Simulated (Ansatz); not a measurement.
**Run report: GaN2H9, geometry relaxation (part 3 of 3)**

Continued. System: GaN2H9. Method: RKS PBE0-D4/def2-TZVP (Ansatz 0.2.0). The geometry is a transition state displaced along its imaginary mode. The reaction was set up to form Ga1–N6, H5–N8 and H2–H7 and to break Ga1–H2, H5–N6 and H7–N8 (atoms counted from 1 in the order of the input); sticks are drawn by distance alone.

Geometry of the input (Å):
```
Ga -1.1683  0.4888  -1.0264
H  0.7476  0.5509  -1.2844
H  -1.4760  -0.4966  -2.2078
H  -1.3866  2.0473  -1.0854
H  0.7250  -0.4917  1.0422
N  -1.1994  -0.2635  0.6927
H  1.0067  0.3256  -0.7500
N  1.6815  -0.3693  0.6917
H  -1.6117  0.3465  1.3850
H  -1.6801  -1.1511  0.7325
H  2.2171  0.2583  1.2630
H  2.1443  -1.2452  0.5469
```

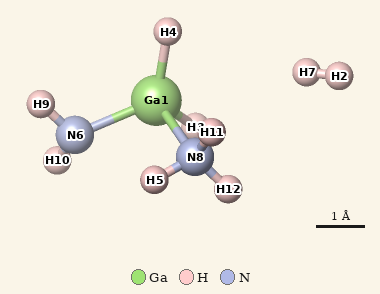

*The geometry at step 37 of the log (ball-and-stick view, seen at a tilt; atoms are numbered from 1 in the order of the input).*

### Trajectory as extended XYZ, continued
```
12
Properties=species:S:1:pos:R:3:forces:R:3 step=28 energy=-55495.77059
Ga   -0.8831    0.1476   -0.2605    0.0026   0.0047  -0.0100
H     2.0237    1.2172   -2.9036    0.0119  -0.0385   0.0893
H    -0.8661   -0.8122   -1.5122    0.0002   0.0019  -0.0003
H    -0.7743    1.7166   -0.3822   -0.0002  -0.0006  -0.0017
H     0.6687   -0.6973    1.4974    0.0057   0.0075  -0.0181
N    -1.7847   -0.5010    1.2636   -0.0086  -0.0058   0.0142
H     2.0738    0.9292   -2.2147   -0.0145   0.0385  -0.0889
N     1.0311   -0.3171    0.6246    0.0229  -0.0128   0.0343
H    -2.3212    0.1790    1.7848    0.0059  -0.0075  -0.0086
H    -2.3755   -1.3085    1.1195    0.0062   0.0106  -0.0004
H     1.6296    0.4744    0.8297   -0.0174  -0.0118  -0.0108
H     1.5782   -1.0278    0.1535   -0.0145   0.0138   0.0010
12
Properties=species:S:1:pos:R:3:forces:R:3 step=29 energy=-55495.77089
Ga   -0.8820    0.1477   -0.2608    0.0016   0.0035  -0.0075
H     2.0363    1.2144   -2.9041    0.0102  -0.0405   0.0957
H    -0.8647   -0.8119   -1.5127    0.0003   0.0014  -0.0002
H    -0.7729    1.7166   -0.3827    0.0001  -0.0005  -0.0013
H     0.6694   -0.6975    1.4976    0.0041   0.0054  -0.0130
N    -1.7838   -0.5010    1.2634   -0.0068  -0.0045   0.0110
H     2.0531    0.9314   -2.2113   -0.0133   0.0408  -0.0957
N     1.0318   -0.3174    0.6250    0.0195  -0.0094   0.0254
H    -2.3205    0.1792    1.7840    0.0048  -0.0056  -0.0068
H    -2.3750   -1.3080    1.1187    0.0049   0.0081  -0.0005
H     1.6300    0.4742    0.8295   -0.0138  -0.0097  -0.0082
H     1.5785   -1.0279    0.1533   -0.0115   0.0108   0.0011
12
Properties=species:S:1:pos:R:3:forces:R:3 step=30 energy=-55495.76534 accepted=F
Ga   -0.8920    0.1486   -0.2617    0.0947  -0.0001  -0.0022
H     2.1018    1.2016   -2.8833    0.1464   0.2736  -0.6961
H    -0.8636   -0.8107   -1.5130   -0.0138  -0.0006  -0.0046
H    -0.7754    1.7170   -0.3832   -0.0099   0.0002  -0.0019
H     0.6790   -0.6977    1.4965    0.0003   0.0111  -0.0250
N    -1.7828   -0.5016    1.2653   -0.0273  -0.0047   0.0131
H     1.9778    0.9385   -2.2181   -0.1525  -0.2732   0.6961
N     1.0351   -0.3166    0.6217   -0.0050  -0.0021   0.0193
H    -2.3199    0.1794    1.7842   -0.0020  -0.0036   0.0057
H    -2.3743   -1.3081    1.1201   -0.0016  -0.0022   0.0055
H     1.6335    0.4756    0.8238   -0.0159  -0.0126  -0.0105
H     1.5810   -1.0262    0.1476   -0.0133   0.0141   0.0004
12
Properties=species:S:1:pos:R:3:forces:R:3 step=31 energy=-55495.77189
Ga   -0.8824    0.1478   -0.2608    0.0130   0.0003  -0.0007
H     2.0657    1.2107   -2.9026    0.0122  -0.0021   0.0011
H    -0.8637   -0.8112   -1.5130   -0.0005   0.0001  -0.0009
H    -0.7723    1.7166   -0.3833   -0.0001   0.0001  -0.0006
H     0.6719   -0.6981    1.4985   -0.0008   0.0017  -0.0042
N    -1.7826   -0.5013    1.2640   -0.0034  -0.0018   0.0047
H     2.0161    0.9351   -2.2114   -0.0165   0.0027  -0.0014
N     1.0327   -0.3179    0.6257    0.0031  -0.0020   0.0060
H    -2.3197    0.1793    1.7834   -0.0001   0.0001   0.0000
H    -2.3742   -1.3076    1.1184   -0.0001   0.0000  -0.0004
H     1.6303    0.4742    0.8286   -0.0035  -0.0012  -0.0027
H     1.5785   -1.0277    0.1524   -0.0032   0.0023  -0.0010
12
Properties=species:S:1:pos:R:3:forces:R:3 step=32 energy=-55495.77428
Ga   -0.8884    0.1483   -0.2610    0.0802  -0.0040   0.0067
H     2.1469    1.1978   -2.8876   -0.0617  -0.0954   0.2473
H    -0.8613   -0.8101   -1.5132   -0.0101  -0.0020  -0.0043
H    -0.7725    1.7166   -0.3837   -0.0065   0.0012  -0.0008
H     0.6802   -0.6986    1.4979   -0.0039   0.0027  -0.0057
N    -1.7812   -0.5019    1.2658   -0.0158   0.0002   0.0014
H     1.9173    0.9446   -2.2160    0.0538   0.0960  -0.2476
N     1.0365   -0.3177    0.6238   -0.0228   0.0071  -0.0087
H    -2.3189    0.1796    1.7829   -0.0056   0.0028   0.0108
H    -2.3736   -1.3072    1.1188   -0.0055  -0.0096   0.0042
H     1.6340    0.4751    0.8243   -0.0011  -0.0011  -0.0020
H     1.5812   -1.0265    0.1480   -0.0011   0.0020  -0.0014
12
Properties=species:S:1:pos:R:3:forces:R:3 step=33 energy=-55495.77434
Ga   -0.8745    0.1434   -0.2507   -0.1119  -0.0132   0.0376
H     2.1740    1.1799   -2.8446    0.0844   0.0391  -0.1099
H    -0.8722   -0.8066   -1.5109    0.0491  -0.0154   0.0187
H    -0.7822    1.7132   -0.3844    0.0509  -0.0065   0.0223
H     0.7332   -0.7022    1.5024   -0.0104  -0.0034   0.0078
N    -1.8106   -0.4974    1.2583    0.1569   0.0185  -0.0539
H     1.8558    0.9442   -2.2169   -0.0930  -0.0382   0.1095
N     1.0618   -0.3167    0.6204   -0.0990   0.0086  -0.0126
H    -2.3455    0.1849    1.7756   -0.0105   0.0220   0.0057
H    -2.3994   -1.3040    1.1106   -0.0115  -0.0177  -0.0134
H     1.6567    0.4808    0.8082   -0.0022   0.0134  -0.0018
H     1.6029   -1.0196    0.1320   -0.0026  -0.0073  -0.0100
12
Properties=species:S:1:pos:R:3:forces:R:3 step=34 energy=-55495.78752
Ga   -0.8836    0.1477   -0.2570    0.0384   0.0172  -0.0537
H     2.2770    1.1283   -2.7320    0.0577   0.0034  -0.0157
H    -0.8613   -0.8043   -1.5167   -0.0044   0.0031   0.0127
H    -0.7707    1.7172   -0.3869   -0.0032  -0.0080   0.0065
H     0.7164   -0.6933    1.4856    0.0051   0.0026  -0.0044
N    -1.7825   -0.5015    1.2634   -0.0142  -0.0103   0.0281
H     1.7255    0.9616   -2.2596   -0.0684  -0.0043   0.0192
N     1.0457   -0.3081    0.6032   -0.0097   0.0012  -0.0040
H    -2.3191    0.1785    1.7839    0.0023   0.0004   0.0018
H    -2.3739   -1.3078    1.1172    0.0025  -0.0021  -0.0001
H     1.6401    0.4908    0.7868   -0.0023   0.0083   0.0100
H     1.5865   -1.0091    0.1120   -0.0039  -0.0115  -0.0003
12
Properties=species:S:1:pos:R:3:forces:R:3 step=35 energy=-55495.79235
Ga   -0.8587    0.1540   -0.2769   -0.0158  -0.0113   0.0253
H     2.2418    1.0845   -2.6176    0.0844   0.0057  -0.0238
H    -0.8382   -0.8088   -1.5303   -0.0014   0.0365   0.0200
H    -0.7431    1.7259   -0.3978   -0.0049  -0.0386  -0.0140
H     0.7171   -0.6892    1.4771    0.0021   0.0045  -0.0091
N    -1.7665   -0.4928    1.2459    0.0139   0.0105  -0.0242
H     1.5993    0.9672   -2.2601   -0.0881  -0.0059   0.0253
N     1.0583   -0.3074    0.5974   -0.0093  -0.0084   0.0160
H    -2.3048    0.1886    1.7631    0.0056   0.0004  -0.0050
H    -2.3588   -1.2984    1.0985    0.0048   0.0032  -0.0035
H     1.6538    0.4894    0.7868    0.0047   0.0029  -0.0027
H     1.5999   -1.0131    0.1137    0.0039   0.0006  -0.0043
12
Properties=species:S:1:pos:R:3:forces:R:3 step=36 energy=-55495.70959 accepted=F
Ga   -0.8302    0.1605   -0.2985   -0.0590  -0.0437   0.1148
H     2.2325    1.0143   -2.4394   -2.0184  -0.0357   0.2989
H    -0.8117   -0.8128   -1.5449   -0.0030   0.0649   0.0180
H    -0.7114    1.7339   -0.4110   -0.0113  -0.0593  -0.0367
H     0.7166   -0.6848    1.4680    0.0055   0.0091  -0.0214
N    -1.7458   -0.4836    1.2279    0.0344   0.0312  -0.0766
H     1.4198    0.9995   -2.3179    2.0289   0.0357  -0.2990
N     1.0723   -0.3073    0.5916   -0.0096  -0.0236   0.0462
H    -2.2860    0.1996    1.7411    0.0096  -0.0008  -0.0121
H    -2.3398   -1.2880    1.0789    0.0077   0.0090  -0.0059
H     1.6690    0.4871    0.7875    0.0081  -0.0062  -0.0193
H     1.6148   -1.0184    0.1166    0.0071   0.0194  -0.0070
12
Properties=species:S:1:pos:R:3:forces:R:3 step=37 energy=-55495.79515
Ga   -0.8588    0.1528   -0.2750    0.0330   0.0250  -0.0583
H     2.2550    1.0463   -2.5307   -0.0414  -0.0090   0.0272
H    -0.8380   -0.7955   -1.5362   -0.0047  -0.0142   0.0010
H    -0.7448    1.7207   -0.4124   -0.0030   0.0093   0.0107
H     0.7279   -0.6873    1.4718    0.0091  -0.0018   0.0024
N    -1.7612   -0.4923    1.2445   -0.0323  -0.0171   0.0394
H     1.5499    0.9817   -2.2877    0.0407   0.0080  -0.0242
N     1.0625   -0.3047    0.5903   -0.0020   0.0013  -0.0007
H    -2.2987    0.1896    1.7618    0.0041  -0.0014   0.0004
H    -2.3543   -1.2972    1.0972    0.0041   0.0002   0.0019
H     1.6574    0.4937    0.7745   -0.0035   0.0034   0.0016
H     1.6032   -1.0078    0.1019   -0.0039  -0.0039  -0.0014
12
Properties=species:S:1:pos:R:3:forces:R:3 step=38 energy=-55495.79415 accepted=F
Ga   -0.8628    0.1526   -0.2763   -0.0405  -0.0286   0.0677
H     2.2852    1.0183   -2.4595    0.0337  -0.0013  -0.0007
H    -0.8502   -0.8012   -1.5341    0.0100   0.0013  -0.0035
H    -0.7547    1.7219   -0.4099    0.0078   0.0005  -0.0035
H     0.7713   -0.6947    1.4823   -0.0487   0.0305  -0.0628
N    -1.7646   -0.4927    1.2477   -0.0159   0.0036  -0.0012
H     1.5518    0.9968   -2.3229   -0.0337  -0.0009   0.0061
N     1.0535   -0.3031    0.5863    0.0671   0.0018  -0.0185
H    -2.3001    0.1901    1.7658   -0.0083  -0.0156  -0.0070
H    -2.3553   -1.3001    1.1035   -0.0068   0.0173   0.0040
H     1.6405    0.5068    0.7453    0.0168  -0.0128   0.0052
H     1.5855   -0.9945    0.0717    0.0186   0.0041   0.0143
12
Properties=species:S:1:pos:R:3:forces:R:3 step=39 energy=-55495.79586
Ga   -0.8575    0.1541   -0.2788   -0.0243  -0.0127   0.0301
H     2.2632    1.0311   -2.4933    0.0051  -0.0031   0.0073
H    -0.8413   -0.8009   -1.5362    0.0015   0.0073   0.0052
H    -0.7466    1.7239   -0.4099    0.0001  -0.0096  -0.0018
H     0.7410   -0.6882    1.4720   -0.0193  -0.0003   0.0027
N    -1.7622   -0.4921    1.2446    0.0159   0.0082  -0.0172
H     1.5419    0.9891   -2.3031   -0.0045   0.0019  -0.0039
N     1.0610   -0.3032    0.5867    0.0212   0.0050  -0.0155
H    -2.2984    0.1900    1.7628   -0.0035  -0.0022  -0.0026
H    -2.3539   -1.2982    1.0990   -0.0029   0.0043  -0.0012
H     1.6537    0.4983    0.7646    0.0051  -0.0033  -0.0036
H     1.5991   -1.0039    0.0916    0.0056   0.0046   0.0003
12
Properties=species:S:1:pos:R:3:forces:R:3 step=40 energy=-55495.79626
Ga   -0.8621    0.1517   -0.2741   -0.0056   0.0073  -0.0163
H     2.2774    1.0137   -2.4578   -0.0235  -0.0017   0.0084
H    -0.8442   -0.8018   -1.5317   -0.0081  -0.0027  -0.0055
H    -0.7510    1.7204   -0.4072   -0.0063   0.0067  -0.0020
H     0.7445   -0.6848    1.4642    0.0036   0.0025  -0.0061
N    -1.7631   -0.4939    1.2492    0.0010  -0.0010   0.0036
H     1.5425    0.9990   -2.3194    0.0245   0.0000  -0.0038
N     1.0611   -0.2994    0.5774    0.0148  -0.0065   0.0155
H    -2.2999    0.1888    1.7658   -0.0002   0.0001   0.0025
H    -2.3568   -1.2983    1.1018   -0.0007  -0.0032   0.0020
H     1.6532    0.5032    0.7521    0.0003   0.0017   0.0019
H     1.5986   -0.9985    0.0798    0.0002  -0.0031  -0.0002
12
Properties=species:S:1:pos:R:3:forces:R:3 step=41 energy=-55495.79645
Ga   -0.8644    0.1531   -0.2776   -0.0004   0.0045  -0.0095
H     2.2780    1.0058   -2.4364   -0.0371  -0.0012   0.0088
H    -0.8508   -0.7998   -1.5357   -0.0033  -0.0030  -0.0023
H    -0.7569    1.7221   -0.4117   -0.0022   0.0040   0.0002
H     0.7462   -0.6827    1.4599   -0.0001   0.0022  -0.0052
N    -1.7597   -0.4936    1.2486   -0.0029  -0.0022   0.0056
H     1.5401    0.9954   -2.3125    0.0392  -0.0001  -0.0053
N     1.0622   -0.2976    0.5728    0.0066  -0.0015   0.0039
H    -2.2959    0.1883    1.7672    0.0003  -0.0005   0.0014
H    -2.3524   -1.2992    1.1036    0.0001  -0.0013   0.0015
H     1.6543    0.5051    0.7469   -0.0002   0.0009   0.0008
H     1.5994   -0.9969    0.0751   -0.0001  -0.0016   0.0000
12
Properties=species:S:1:pos:R:3:forces:R:3 step=42 energy=-55495.79670
Ga   -0.8734    0.1554   -0.2833    0.0102  -0.0023   0.0052
H     2.2879    0.9918   -2.3975   -0.0130  -0.0003   0.0028
H    -0.8663   -0.7981   -1.5412   -0.0010  -0.0003   0.0016
H    -0.7711    1.7250   -0.4179   -0.0012  -0.0011   0.0009
H     0.7495   -0.6762    1.4467   -0.0033   0.0011  -0.0027
N    -1.7543   -0.4942    1.2506   -0.0062  -0.0015   0.0025
H     1.5482    0.9837   -2.2892    0.0161   0.0002  -0.0021
N     1.0617   -0.2916    0.5582   -0.0035   0.0032  -0.0068
H    -2.2887    0.1855    1.7738    0.0018  -0.0015  -0.0011
H    -2.3446   -1.3026    1.1115    0.0023   0.0025   0.0003
H     1.6535    0.5120    0.7292   -0.0013  -0.0008  -0.0009
H     1.5978   -0.9908    0.0590   -0.0010   0.0009   0.0003
12
Properties=species:S:1:pos:R:3:forces:R:3 step=43 energy=-55495.79684
Ga   -0.8834    0.1555   -0.2843    0.0085  -0.0024   0.0048
H     2.3091    0.9802   -2.3667   -0.0165   0.0003   0.0013
H    -0.8829   -0.7985   -1.5419    0.0001  -0.0001   0.0016
H    -0.7872    1.7254   -0.4198   -0.0001  -0.0012   0.0008
H     0.7528   -0.6703    1.4345   -0.0012   0.0004  -0.0015
N    -1.7520   -0.4961    1.2558   -0.0050  -0.0017   0.0022
H     1.5667    0.9784   -2.2777    0.0194   0.0001  -0.0021
N     1.0590   -0.2858    0.5438   -0.0075   0.0031  -0.0049
H    -2.2848    0.1821    1.7827    0.0027  -0.0014  -0.0017
H    -2.3409   -1.3064    1.1212    0.0034   0.0031  -0.0002
H     1.6500    0.5194    0.7105   -0.0021  -0.0011  -0.0007
H     1.5936   -0.9840    0.0418   -0.0018   0.0009   0.0004
12
Properties=species:S:1:pos:R:3:forces:R:3 step=44 energy=-55495.79693
Ga   -0.8953    0.1549   -0.2841    0.0066  -0.0019   0.0037
H     2.3392    0.9738   -2.3483   -0.0144   0.0004   0.0006
H    -0.9014   -0.8001   -1.5409   -0.0002   0.0005   0.0009
H    -0.8049    1.7250   -0.4204   -0.0004  -0.0008  -0.0002
H     0.7527   -0.6652    1.4238   -0.0016   0.0008  -0.0022
N    -1.7494   -0.4989    1.2632   -0.0068  -0.0020   0.0031
H     1.5955    0.9761   -2.2714    0.0158   0.0002  -0.0016
N     1.0525   -0.2806    0.5310   -0.0007   0.0024  -0.0032
H    -2.2802    0.1778    1.7940    0.0012  -0.0008  -0.0013
H    -2.3367   -1.3111    1.1337    0.0017   0.0023  -0.0002
H     1.6425    0.5262    0.6932   -0.0009  -0.0013  -0.0001
H     1.5856   -0.9778    0.0261   -0.0004   0.0002   0.0005
12
Properties=species:S:1:pos:R:3:forces:R:3 step=45 energy=-55495.79695
Ga   -0.9004    0.1531   -0.2814   -0.0098   0.0014  -0.0032
H     2.3575    0.9743   -2.3474    0.0000   0.0000  -0.0002
H    -0.9117   -0.8019   -1.5381    0.0034  -0.0014   0.0012
H    -0.8149    1.7233   -0.4197    0.0035  -0.0002   0.0016
H     0.7533   -0.6635    1.4195    0.0019  -0.0001  -0.0001
N    -1.7511   -0.5006    1.2683    0.0029  -0.0005   0.0005
H     1.6142    0.9779   -2.2720    0.0001   0.0003   0.0000
N     1.0502   -0.2788    0.5257   -0.0032   0.0004   0.0013
H    -2.2812    0.1761    1.7997    0.0016   0.0002  -0.0008
H    -2.3381   -1.3132    1.1402    0.0019   0.0009  -0.0008
H     1.6397    0.5288    0.6858   -0.0013  -0.0006   0.0003
H     1.5825   -0.9756    0.0194   -0.0010  -0.0003   0.0001
12
Properties=species:S:1:pos:R:3:forces:R:3 step=46 energy=-55495.79696
Ga   -0.9017    0.1529   -0.2815    0.0011   0.0000  -0.0008
H     2.3597    0.9757   -2.3501   -0.0016   0.0000   0.0001
H    -0.9103   -0.8034   -1.5373   -0.0020   0.0006   0.0000
H    -0.8132    1.7230   -0.4192   -0.0020  -0.0004  -0.0005
H     0.7515   -0.6637    1.4197    0.0011   0.0000   0.0000
N    -1.7509   -0.5007    1.2690    0.0001   0.0006  -0.0011
H     1.6163    0.9800   -2.2741    0.0014   0.0002   0.0001
N     1.0485   -0.2790    0.5259    0.0025  -0.0007   0.0020
H    -2.2807    0.1760    1.8006    0.0002   0.0003  -0.0001
H    -2.3379   -1.3134    1.1414    0.0003   0.0000  -0.0003
H     1.6380    0.5285    0.6860   -0.0006  -0.0004   0.0003
H     1.5808   -0.9759    0.0196   -0.0004  -0.0002   0.0002
```

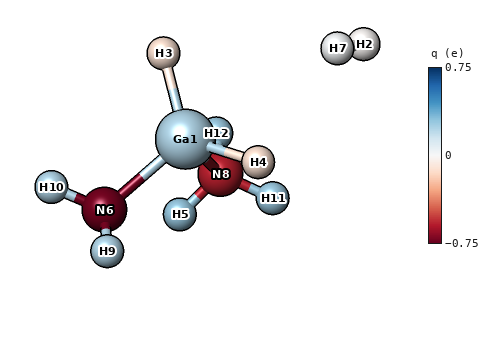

*Mulliken charges, as the colour of each atom (ball-and-stick view, seen at a tilt; atoms are numbered from 1 in the order of the input).*

By element: Ga +0.23, H −0.11 to +0.28 and N −0.72 to −0.57 e.

### Key numbers

- outcome: converged
- total energy: −55495.7970 eV
- mean-field energy: −55495.6368 eV
- dispersion energy: −0.1602 eV
- SCF solution under orbital rotations: stable
- largest force (length of the vector) at the end: 0.003 eV/Å
- dipole moment: 3.54 D
- hardware: 4 threads of Arm Neoverse V1, 23 GiB of memory available, shared host
- wall time: 97 s (CPU time 6 min)
- peak memory: 0.38 GiB
